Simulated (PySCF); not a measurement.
# C₅H₇F: NMR shifts at several levels of theory, part 1 of 2

Aim: compute the NMR shifts of C₅H₇F (`C/C=C/C=C/F`) at several levels, and see how far they spread and what each costs.

Programs: PySCF 2.14.0, with density-fitted response routines of our own. Each step states its level of theory. These are calculated values for one molecule in the gas phase, unless marked as measured. Atoms are numbered from 0 throughout.

## 1. Starting geometry

13 atoms, charge 0, multiplicity 1; geometry from: PBE0-D3(BJ)/def2-SVP.

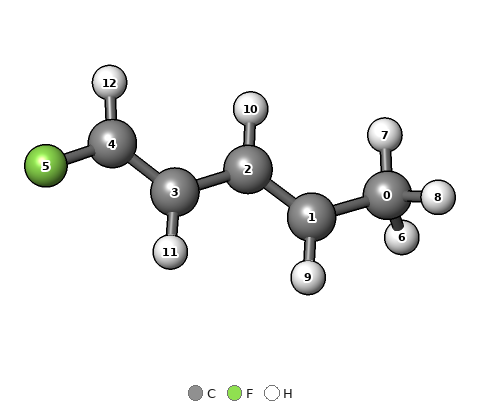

As it starts; carbon grey, fluorine green, hydrogen white, atoms numbered.

## 2. Nuclear shieldings: HF/pcSseg-1

What the job is given:

```
{"job": {"kind": "nmr", "xc": "HF", "basis": "pcSseg-1", "pop": false}, "charge": 0, "multiplicity": 1}
C     -2.301534     0.221061     0.412810
C     -0.959240     0.486511    -0.176194
C      0.165614    -0.187380     0.115892
C      1.461868     0.094167    -0.468557
C      2.569087    -0.588762    -0.162969
F      3.746627    -0.311444    -0.713674
H     -3.050920     0.020701    -0.371579
H     -2.284251    -0.640054     1.097106
H     -2.670417     1.095906     0.975719
H     -0.896400     1.303856    -0.906380
H      0.116584    -1.007594     0.843843
H      1.545108     0.905812    -1.198709
H      2.616473    -1.418989     0.549402
```

Level: GIAO HF/pcSseg-1 NMR shielding, non-relativistic, gas phase.

On the command line:

```bash
> OMP_NUM_THREADS=1 python probes_run.py task.json out
```

This one command runs all jobs of the session in turn.

Standard output:

```text
final grid: 105248 points
cycle   1  E = -292.6712896618  dE =  1.167e+00  |g| = 5.622e-01  |ddm| = 3.062e+00
cycle   2  E = -292.7475302753  dE = -7.624e-02  |g| = 2.779e-01  |ddm| = 5.691e-01
cycle   3  E = -292.7616141254  dE = -1.408e-02  |g| = 7.415e-02  |ddm| = 2.181e-01
cycle   4  E = -292.7632836490  dE = -1.670e-03  |g| = 1.416e-02  |ddm| = 9.166e-02
cycle   5  E = -292.7633612640  dE = -7.762e-05  |g| = 4.234e-03  |ddm| = 2.004e-02
cycle   6  E = -292.7633718081  dE = -1.054e-05  |g| = 1.685e-03  |ddm| = 7.484e-03
cycle   7  E = -292.7633734232  dE = -1.615e-06  |g| = 7.031e-04  |ddm| = 2.826e-03
cycle   8  E = -292.7633737163  dE = -2.932e-07  |g| = 1.992e-04  |ddm| = 1.444e-03
cycle   9  E = -292.7633737515  dE = -3.523e-08  |g| = 5.846e-05  |ddm| = 6.177e-04
cycle  10  E = -292.7633737548  dE = -3.269e-09  |g| = 1.975e-05  |ddm| = 1.869e-04
cycle  11  E = -292.7633737551  dE = -2.816e-10  |g| = 7.702e-06  |ddm| = 4.560e-05
converged SCF energy = -292.7633737551

GIAO shielding tensors (ppm)
atom      isotropic    diamagn.    paramagn.     s11        s22        s33       span
  0 C      171.632     243.680     -72.049    161.535    163.880    189.481     27.946
  1 C       52.521     256.842    -204.321    -75.271     71.182    161.653    236.924
  2 C       60.656     256.507    -195.851    -63.576     89.608    155.935    219.511
  3 C       70.989     254.586    -183.597    -36.522     95.454    154.036    190.557
  4 C       33.970     252.521    -218.551    -77.380     87.019     92.270    169.650
  5 F      358.229     470.418    -112.188    300.968    345.860    427.861    126.893
  6 H       29.787      28.007       1.781     25.748     27.365     36.249     10.502
  7 H       29.893      29.288       0.604     25.899     29.253     34.527      8.628
  8 H       29.752      27.997       1.755     25.707     27.314     36.234     10.527
  9 H       25.886      32.889      -7.003     23.599     24.181     29.877      6.278
 10 H       25.737      33.672      -7.935     23.525     23.816     29.871      6.346
 11 H       25.431      30.315      -4.884     23.335     23.390     29.568      6.233
 12 H       24.845      30.191      -5.346     22.134     23.908     28.494      6.359
```

Wall time 4.6 s (1 thread of Arm Neoverse V2, shared host); peak memory 0.67 GiB.

Shifts follow as δ = σ(reference) − σ, with reference shieldings (ppm) from runs at the same level and on the same kind of geometry: 1H TMS 31.69, 13C TMS 190.8, 19F CFCl3 246.4. The references are single molecules in the gas phase, so shifts against H2O, NH3, PH3, H3PO4 or CFCl3 are not on the usual liquid scales and can be off by tens of ppm. Atoms listed in one row are averaged.

```tsv
atoms	environment	σ (ppm)	δ (ppm)
C4	alkene CH bonded to F	34.0	156.9
C1	alkene CH	52.5	138.3
C2	alkene CH	60.7	130.2
C3	alkene CH	71.0	119.9
C0	allylic methyl carbon	171.6	19.2
H12	hydrogen on an alkene CH bonded to F	24.85	6.84
H11	hydrogen on an alkene CH	25.43	6.25
H10	hydrogen on an alkene CH	25.74	5.95
H9	hydrogen on an alkene CH	25.89	5.80
H6, H7, H8	hydrogen on an allylic methyl carbon	29.81	1.88
F5	vinylic fluorine	358.2	-111.9
```

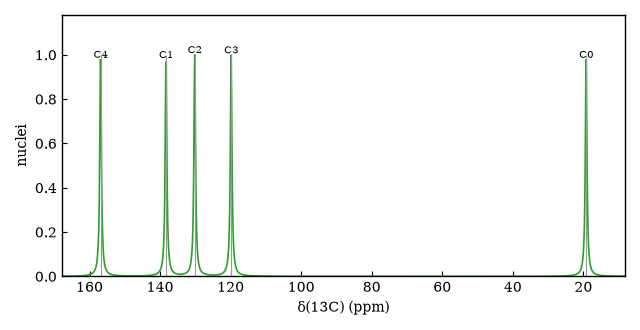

13C lines at the computed shifts, without couplings. Lines are broadened to a width of 0.55 ppm (Lorentzian).

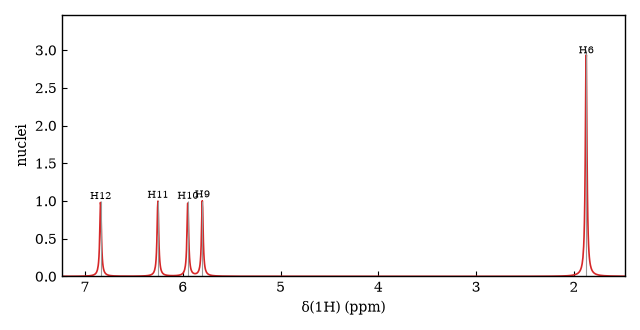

1H lines at the computed shifts, without couplings. Lines are broadened to a width of 0.02 ppm (Lorentzian).

## 3. Shielding tensors: LDA/pcSseg-1

Same as in step 2 but for these lines:

```diff
@@ -1,2 +1,2 @@
-{"job": {"kind": "nmr", "xc": "HF", "basis": "pcSseg-1", "pop": false}, "charge": 0, "multiplicity": 1}
+{"job": {"kind": "nmr", "xc": "LDA", "basis": "pcSseg-1", "pop": false}, "charge": 0, "multiplicity": 1}
 C     -2.301534     0.221061     0.412810
```

Level: GIAO LDA/pcSseg-1 NMR shielding, non-relativistic, gas phase.

Standard output:

```text
coarse grid: 10856 points
cycle   1  E = -291.9108960932  dE =  5.033e-01  |g| = 6.248e-01  |ddm| = 3.238e+00
cycle   2  E = -291.7026069094  dE =  2.083e-01  |g| = 1.072e+00  |ddm| = 1.409e+00
cycle   3  E = -291.9718195343  dE = -2.692e-01  |g| = 3.374e-01  |ddm| = 1.152e+00
cycle   4  E = -292.0061680602  dE = -3.435e-02  |g| = 6.080e-02  |ddm| = 3.853e-01
cycle   5  E = -292.0065978767  dE = -4.298e-04  |g| = 3.965e-02  |ddm| = 6.886e-02
cycle   6  E = -292.0069469683  dE = -3.491e-04  |g| = 1.055e-02  |ddm| = 3.364e-02
cycle   7  E = -292.0069673705  dE = -2.040e-05  |g| = 5.382e-03  |ddm| = 1.250e-02
cycle   8  E = -292.0069741297  dE = -6.759e-06  |g| = 9.147e-04  |ddm| = 5.218e-03
final grid: 105248 points
cycle   9  E = -292.0640951698  dE = -3.550e-05  |g| = 5.116e-03  |ddm| = 3.150e-02
cycle  10  E = -292.0640834710  dE =  1.170e-05  |g| = 9.193e-03  |ddm| = 1.046e-02
cycle  11  E = -292.0641005778  dE = -1.711e-05  |g| = 1.565e-03  |ddm| = 7.677e-03
cycle  12  E = -292.0641010911  dE = -5.133e-07  |g| = 2.362e-04  |ddm| = 1.437e-03
cycle  13  E = -292.0641010973  dE = -6.238e-09  |g| = 1.653e-04  |ddm| = 2.930e-04
cycle  14  E = -292.0641011040  dE = -6.717e-09  |g| = 3.419e-05  |ddm| = 1.594e-04
cycle  15  E = -292.0641011042  dE = -2.319e-10  |g| = 1.972e-05  |ddm| = 4.812e-05
converged SCF energy = -292.0641011042

GIAO shielding tensors (ppm)
atom      isotropic    diamagn.    paramagn.     s11        s22        s33       span
  0 C      158.494     247.860     -89.366    142.563    150.331    182.587     40.024
  1 C       40.085     255.629    -215.544    -63.899     38.818    145.335    209.235
  2 C       45.916     256.617    -210.701    -55.956     55.494    138.210    194.167
  3 C       56.444     254.729    -198.285    -34.040     68.480    134.893    168.932
  4 C       14.866     252.714    -237.848    -69.641     51.435     62.804    132.445
  5 F      269.926     467.146    -197.220    179.982    236.224    393.572    213.590
  6 H       28.817      27.235       1.582     25.146     26.707     34.599      9.453
  7 H       29.169      29.367      -0.197     25.915     28.406     33.187      7.272
  8 H       28.789      27.258       1.531     25.104     26.630     34.632      9.528
  9 H       25.031      32.262      -7.231     23.144     23.325     28.625      5.481
 10 H       24.866      33.152      -8.286     22.474     23.825     28.299      5.825
 11 H       24.773      30.563      -5.790     22.489     23.677     28.152      5.663
 12 H       23.853      29.705      -5.853     21.480     22.927     27.151      5.671
```

It took 11 s on 1 thread of Arm Neoverse V2, shared host; peak memory 0.67 GiB.

Key values: δ C4 165.9, C1 140.6, C2 134.8, C3 124.3, H12 6.98, H11 6.05 ppm.

## 4. Nuclear shieldings: PBE/pcSseg-1

Same as in step 3 but for these lines:

```diff
@@ -1,2 +1,2 @@
-{"job": {"kind": "nmr", "xc": "LDA", "basis": "pcSseg-1", "pop": false}, "charge": 0, "multiplicity": 1}
+{"job": {"kind": "nmr", "xc": "PBE", "basis": "pcSseg-1", "pop": false}, "charge": 0, "multiplicity": 1}
 C     -2.301534     0.221061     0.412810
```

Method: GIAO PBE/pcSseg-1 NMR shielding, non-relativistic, gas phase.

Standard output:

```text
coarse grid: 10856 points
cycle   1  E = -294.0120188427  dE =  5.150e-01  |g| = 6.144e-01  |ddm| = 3.226e+00
cycle   2  E = -293.8236978309  dE =  1.883e-01  |g| = 1.039e+00  |ddm| = 1.391e+00
cycle   3  E = -294.0715738947  dE = -2.479e-01  |g| = 3.194e-01  |ddm| = 1.107e+00
cycle   4  E = -294.1022407449  dE = -3.067e-02  |g| = 6.192e-02  |ddm| = 3.671e-01
cycle   5  E = -294.1027796689  dE = -5.389e-04  |g| = 3.718e-02  |ddm| = 6.964e-02
cycle   6  E = -294.1030850231  dE = -3.054e-04  |g| = 9.639e-03  |ddm| = 3.110e-02
cycle   7  E = -294.1031011084  dE = -1.609e-05  |g| = 5.167e-03  |ddm| = 1.165e-02
cycle   8  E = -294.1031075221  dE = -6.414e-06  |g| = 8.166e-04  |ddm| = 4.977e-03
final grid: 105248 points
cycle   9  E = -294.1608028287  dE = -2.558e-05  |g| = 1.325e-02  |ddm| = 3.958e-02
cycle  10  E = -294.1607295264  dE =  7.330e-05  |g| = 2.289e-02  |ddm| = 2.853e-02
cycle  11  E = -294.1608407683  dE = -1.112e-04  |g| = 4.814e-03  |ddm| = 2.095e-02
cycle  12  E = -294.1608456526  dE = -4.884e-06  |g| = 9.662e-04  |ddm| = 4.900e-03
cycle  13  E = -294.1608458674  dE = -2.148e-07  |g| = 3.095e-04  |ddm| = 1.027e-03
cycle  14  E = -294.1608458919  dE = -2.451e-08  |g| = 1.319e-04  |ddm| = 3.817e-04
cycle  15  E = -294.1608458966  dE = -4.711e-09  |g| = 2.467e-05  |ddm| = 1.330e-04
cycle  16  E = -294.1608458967  dE = -1.371e-10  |g| = 9.742e-06  |ddm| = 2.595e-05
converged SCF energy = -294.1608458967

GIAO shielding tensors (ppm)
atom      isotropic    diamagn.    paramagn.     s11        s22        s33       span
  0 C      157.339     246.743     -89.404    142.631    149.118    180.268     37.636
  1 C       45.558     254.848    -209.290    -55.384     47.466    144.593    199.977
  2 C       50.823     255.614    -204.791    -48.667     62.425    138.712    187.379
  3 C       61.482     253.568    -192.086    -25.424     74.146    135.722    161.146
  4 C       20.572     252.527    -231.956    -60.998     55.913     66.799    127.797
  5 F      269.307     467.487    -198.180    183.682    239.921    384.320    200.638
  6 H       29.200      27.536       1.664     25.653     27.170     34.776      9.124
  7 H       29.546      29.798      -0.253     26.405     28.857     33.375      6.971
  8 H       29.168      27.562       1.605     25.609     27.091     34.802      9.193
  9 H       25.517      32.850      -7.332     23.716     23.775     29.061      5.345
 10 H       25.350      33.771      -8.421     22.945     24.347     28.758      5.813
 11 H       25.272      31.179      -5.907     23.006     24.170     28.641      5.635
 12 H       24.296      30.356      -6.060     21.969     23.361     27.560      5.591
```

Run time: 15 s. Hardware: 1 thread of Arm Neoverse V2, shared host; peak memory 0.71 GiB.

This run: δ C4 159.5, C1 134.5, C2 129.2, C3 118.5, H12 6.90, H11 5.92 ppm.

## 5. Nuclear shieldings: BLYP/pcSseg-1

Same as in step 4 but for these lines:

```diff
@@ -1,2 +1,2 @@
-{"job": {"kind": "nmr", "xc": "PBE", "basis": "pcSseg-1", "pop": false}, "charge": 0, "multiplicity": 1}
+{"job": {"kind": "nmr", "xc": "BLYP", "basis": "pcSseg-1", "pop": false}, "charge": 0, "multiplicity": 1}
 C     -2.301534     0.221061     0.412810
```

Level: GIAO BLYP/pcSseg-1 NMR shielding, non-relativistic, gas phase.

Standard output:

```text
coarse grid: 10856 points
cycle   1  E = -294.2539295402  dE =  5.124e-01  |g| = 6.530e-01  |ddm| = 3.243e+00
cycle   2  E = -294.0475539771  dE =  2.064e-01  |g| = 1.105e+00  |ddm| = 1.481e+00
cycle   3  E = -294.3222875546  dE = -2.747e-01  |g| = 3.193e-01  |ddm| = 1.158e+00
cycle   4  E = -294.3527709165  dE = -3.048e-02  |g| = 7.045e-02  |ddm| = 3.750e-01
cycle   5  E = -294.3535643358  dE = -7.934e-04  |g| = 3.869e-02  |ddm| = 7.710e-02
cycle   6  E = -294.3538889419  dE = -3.246e-04  |g| = 9.469e-03  |ddm| = 3.204e-02
cycle   7  E = -294.3539031371  dE = -1.420e-05  |g| = 5.593e-03  |ddm| = 1.145e-02
cycle   8  E = -294.3539108408  dE = -7.704e-06  |g| = 8.904e-04  |ddm| = 5.429e-03
final grid: 105248 points
cycle   9  E = -294.4182553699  dE = -2.925e-05  |g| = 1.059e-02  |ddm| = 3.404e-02
cycle  10  E = -294.4182020015  dE =  5.337e-05  |g| = 1.947e-02  |ddm| = 2.261e-02
cycle  11  E = -294.4182775160  dE = -7.551e-05  |g| = 3.568e-03  |ddm| = 1.728e-02
cycle  12  E = -294.4182803187  dE = -2.803e-06  |g| = 7.051e-04  |ddm| = 3.515e-03
cycle  13  E = -294.4182804124  dE = -9.376e-08  |g| = 2.847e-04  |ddm| = 7.561e-04
cycle  14  E = -294.4182804341  dE = -2.160e-08  |g| = 1.221e-04  |ddm| = 3.722e-04
cycle  15  E = -294.4182804381  dE = -4.084e-09  |g| = 2.238e-05  |ddm| = 1.212e-04
cycle  16  E = -294.4182804382  dE = -1.114e-10  |g| = 1.010e-05  |ddm| = 2.396e-05
converged SCF energy = -294.4182804382

GIAO shielding tensors (ppm)
atom      isotropic    diamagn.    paramagn.     s11        s22        s33       span
  0 C      152.326     245.648     -93.322    137.721    143.468    175.789     38.068
  1 C       40.078     254.345    -214.267    -62.581     43.682    139.133    201.714
  2 C       45.563     255.232    -209.669    -55.280     58.657    133.312    188.592
  3 C       55.826     253.078    -197.252    -31.938     69.198    130.217    162.155
  4 C       15.054     252.053    -236.998    -68.004     51.464     61.703    129.707
  5 F      270.875     468.093    -197.218    187.400    245.141    380.084    192.684
  6 H       29.363      27.591       1.772     25.938     27.442     34.708      8.770
  7 H       29.724      30.088      -0.364     26.718     29.132     33.322      6.604
  8 H       29.328      27.630       1.698     25.891     27.361     34.733      8.843
  9 H       25.749      33.117      -7.368     23.832     24.044     29.371      5.539
 10 H       25.607      34.169      -8.562     23.087     24.666     29.068      5.980
 11 H       25.513      31.485      -5.972     23.105     24.484     28.951      5.845
 12 H       24.486      30.711      -6.226     22.218     23.392     27.848      5.630
```

Wall time 15 s (1 thread of Arm Neoverse V2, shared host); peak memory 0.71 GiB.

This run: δ C4 160.3, C1 135.2, C2 129.8, C3 119.5, H12 6.88, H11 5.85 ppm.

## 6. NMR shieldings: BP86/pcSseg-1

Same as in step 5 but for these lines:

```diff
@@ -1,2 +1,2 @@
-{"job": {"kind": "nmr", "xc": "BLYP", "basis": "pcSseg-1", "pop": false}, "charge": 0, "multiplicity": 1}
+{"job": {"kind": "nmr", "xc": "BP86", "basis": "pcSseg-1", "pop": false}, "charge": 0, "multiplicity": 1}
 C     -2.301534     0.221061     0.412810
```

With the program's defaults for keys left out, this is: GIAO BP86/pcSseg-1 NMR shielding, non-relativistic, gas phase.

Standard output:

```text
coarse grid: 10856 points
cycle   1  E = -294.3706809794  dE =  5.152e-01  |g| = 6.103e-01  |ddm| = 3.226e+00
cycle   2  E = -294.1908344734  dE =  1.798e-01  |g| = 1.029e+00  |ddm| = 1.324e+00
cycle   3  E = -294.4297735806  dE = -2.389e-01  |g| = 3.074e-01  |ddm| = 1.058e+00
cycle   4  E = -294.4581943879  dE = -2.842e-02  |g| = 6.341e-02  |ddm| = 3.572e-01
cycle   5  E = -294.4588143424  dE = -6.200e-04  |g| = 3.558e-02  |ddm| = 7.060e-02
cycle   6  E = -294.4590928774  dE = -2.785e-04  |g| = 8.912e-03  |ddm| = 2.959e-02
cycle   7  E = -294.4591051628  dE = -1.229e-05  |g| = 5.013e-03  |ddm| = 1.079e-02
cycle   8  E = -294.4591120903  dE = -6.927e-06  |g| = 7.592e-04  |ddm| = 4.804e-03
final grid: 105248 points
cycle   9  E = -294.5163271154  dE = -4.016e-05  |g| = 4.694e-03  |ddm| = 3.601e-02
cycle  10  E = -294.5163208816  dE =  6.234e-06  |g| = 6.724e-03  |ddm| = 9.324e-03
cycle  11  E = -294.5163325819  dE = -1.170e-05  |g| = 1.275e-03  |ddm| = 5.792e-03
cycle  12  E = -294.5163329384  dE = -3.565e-07  |g| = 2.482e-04  |ddm| = 1.217e-03
cycle  13  E = -294.5163329494  dE = -1.097e-08  |g| = 1.618e-04  |ddm| = 3.733e-04
cycle  14  E = -294.5163329554  dE = -5.975e-09  |g| = 5.580e-05  |ddm| = 1.862e-04
cycle  15  E = -294.5163329561  dE = -7.565e-10  |g| = 1.705e-05  |ddm| = 6.310e-05
converged SCF energy = -294.5163329561

GIAO shielding tensors (ppm)
atom      isotropic    diamagn.    paramagn.     s11        s22        s33       span
  0 C      156.878     247.022     -90.145    142.311    148.926    179.397     37.086
  1 C       45.372     255.408    -210.035    -55.566     47.224    144.459    200.024
  2 C       50.611     256.143    -205.532    -48.830     61.971    138.694    187.524
  3 C       61.178     254.042    -192.864    -25.543     73.446    135.631    161.173
  4 C       20.286     252.742    -232.456    -61.395     55.710     66.544    127.938
  5 F      272.471     467.699    -195.228    187.248    243.125    387.040    199.792
  6 H       29.266      27.603       1.664     25.728     27.239     34.831      9.103
  7 H       29.603      29.850      -0.247     26.450     28.925     33.434      6.984
  8 H       29.234      27.632       1.603     25.681     27.164     34.858      9.177
  9 H       25.590      32.896      -7.307     23.803     23.877     29.089      5.287
 10 H       25.422      33.808      -8.386     23.067     24.386     28.813      5.745
 11 H       25.341      31.154      -5.813     23.116     24.211     28.695      5.580
 12 H       24.355      30.348      -5.994     22.025     23.441     27.597      5.572
```

Wall time 14 s (1 thread of Arm Neoverse V2, shared host); peak memory 0.71 GiB.

This run: δ C4 159.5, C1 134.4, C2 129.1, C3 118.6, H12 6.91, H11 5.93 ppm.

## 7. NMR shieldings: OPBE/pcSseg-1

Same as in step 6 but for these lines:

```diff
@@ -1,2 +1,2 @@
-{"job": {"kind": "nmr", "xc": "BP86", "basis": "pcSseg-1", "pop": false}, "charge": 0, "multiplicity": 1}
+{"job": {"kind": "nmr", "xc": "OPBE", "basis": "pcSseg-1", "pop": false}, "charge": 0, "multiplicity": 1}
 C     -2.301534     0.221061     0.412810
```

Level: GIAO OPBE/pcSseg-1 NMR shielding, non-relativistic, gas phase.

Standard output:

```text
coarse grid: 10856 points
cycle   1  E = -294.2712325694  dE =  5.061e-01  |g| = 5.874e-01  |ddm| = 3.216e+00
cycle   2  E = -294.1194927866  dE =  1.517e-01  |g| = 9.686e-01  |ddm| = 1.343e+00
cycle   3  E = -294.3263942400  dE = -2.069e-01  |g| = 2.909e-01  |ddm| = 1.017e+00
cycle   4  E = -294.3519956551  dE = -2.560e-02  |g| = 6.134e-02  |ddm| = 3.394e-01
cycle   5  E = -294.3526505420  dE = -6.549e-04  |g| = 3.313e-02  |ddm| = 7.045e-02
cycle   6  E = -294.3528939832  dE = -2.434e-04  |g| = 8.832e-03  |ddm| = 2.770e-02
cycle   7  E = -294.3529076500  dE = -1.367e-05  |g| = 4.593e-03  |ddm| = 1.082e-02
cycle   8  E = -294.3529129013  dE = -5.251e-06  |g| = 6.785e-04  |ddm| = 4.406e-03
final grid: 105248 points
cycle   9  E = -294.3794322676  dE = -1.308e-04  |g| = 1.583e-02  |ddm| = 5.533e-02
cycle  10  E = -294.3793656443  dE =  6.662e-05  |g| = 2.543e-02  |ddm| = 3.248e-02
cycle  11  E = -294.3794690313  dE = -1.034e-04  |g| = 4.768e-03  |ddm| = 2.301e-02
cycle  12  E = -294.3794749721  dE = -5.941e-06  |g| = 1.093e-03  |ddm| = 5.002e-03
cycle  13  E = -294.3794752117  dE = -2.395e-07  |g| = 4.464e-04  |ddm| = 1.242e-03
cycle  14  E = -294.3794752668  dE = -5.515e-08  |g| = 1.725e-04  |ddm| = 5.516e-04
cycle  15  E = -294.3794752747  dE = -7.883e-09  |g| = 3.588e-05  |ddm| = 1.638e-04
cycle  16  E = -294.3794752750  dE = -3.085e-10  |g| = 1.226e-05  |ddm| = 3.570e-05
converged SCF energy = -294.3794752750

GIAO shielding tensors (ppm)
atom      isotropic    diamagn.    paramagn.     s11        s22        s33       span
  0 C      162.689     247.042     -84.353    148.549    155.494    184.024     35.475
  1 C       56.572     254.940    -198.368    -39.528     58.164    151.079    190.607
  2 C       61.403     255.444    -194.041    -34.239     72.136    146.312    180.551
  3 C       72.219     253.334    -181.114    -11.092     83.855    143.895    154.987
  4 C       32.815     252.965    -220.150    -44.263     66.280     76.428    120.690
  5 F      272.773     467.460    -194.687    189.424    242.506    386.389    196.965
  6 H       29.231      27.591       1.639     25.631     27.115     34.947      9.316
  7 H       29.536      29.653      -0.117     26.286     28.787     33.534      7.248
  8 H       29.201      27.602       1.599     25.596     27.038     34.970      9.374
  9 H       25.550      32.889      -7.339     23.677     24.001     28.971      5.294
 10 H       25.351      33.693      -8.342     23.107     24.223     28.723      5.616
 11 H       25.282      31.183      -5.901     23.218     24.022     28.606      5.388
 12 H       24.375      30.319      -5.943     21.954     23.661     27.511      5.557
```

Run time: 15 s. Hardware: 1 thread of Arm Neoverse V2, shared host; peak memory 0.71 GiB.

In short: δ C4 152.3, C1 128.6, C2 123.7, C3 112.9, H12 6.85, H11 5.95 ppm.

(Continued in part 2 of 2.)
